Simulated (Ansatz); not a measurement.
C4H11P (tert-butylphosphine): the HOMO–LUMO gap, rung by rung

C4H11P: 16 atoms, total charge 0, spin state singlet. SMILES: `CC(C)(C)P`. The coordinates come from a PBE0-D4/def2-TZVP relaxation. This is one conformer, not always the lowest.

Each level gives the HOMO–LUMO gap (eV). The values are calculated.

```json
{"level": "revPBE/6-31G* (spherical functions)", "kind": "GGA", "program": "Ansatz", "value (eV)": "5.95", "CPU time": "12 s"}
{"level": "r2SCAN/6-31G* (spherical functions)", "kind": "meta-GGA", "program": "Ansatz", "value (eV)": "6.39", "CPU time": "21 s"}
{"level": "PBE0/6-31G* (spherical functions)", "kind": "global hybrid", "program": "Ansatz", "value (eV)": "7.97", "CPU time": "14 s"}
{"level": "B3LYP/6-31G* (Cartesian functions)", "kind": "global hybrid", "program": "Ansatz", "value (eV)": "7.54", "CPU time": "14 s"}
{"level": "HSE06/6-31G* (spherical functions)", "kind": "range-separated hybrid", "program": "Ansatz", "value (eV)": "7.18", "CPU time": "15 s"}
{"level": "wB97M-V/6-31G* (spherical functions)", "kind": "range-separated hybrid", "program": "Ansatz", "value (eV)": "12.07", "CPU time": "2.4 min"}
{"level": "wB97X/6-31G* (spherical functions)", "kind": "range-separated hybrid", "program": "Ansatz", "value (eV)": "12.42", "CPU time": "50 s"}
{"level": "B2PLYP/6-31G* (spherical functions)", "kind": "double hybrid", "program": "Ansatz", "value (eV)": "10.27", "CPU time": "19 s"}
```

The values span 5.95 to 12.42 eV. Orbital gaps aren't excitation energies, and those of double hybrids come from the SCF part alone; they tend to grow with the share of exact exchange. Times are those of the runs behind each value, whatever else they computed, on shared processors of several kinds: orders of magnitude only.

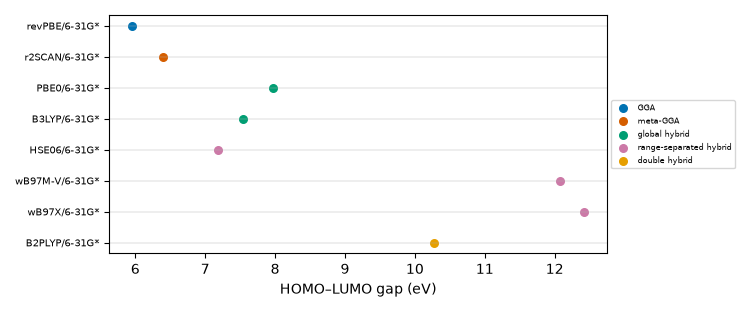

The values of the table, level by level.
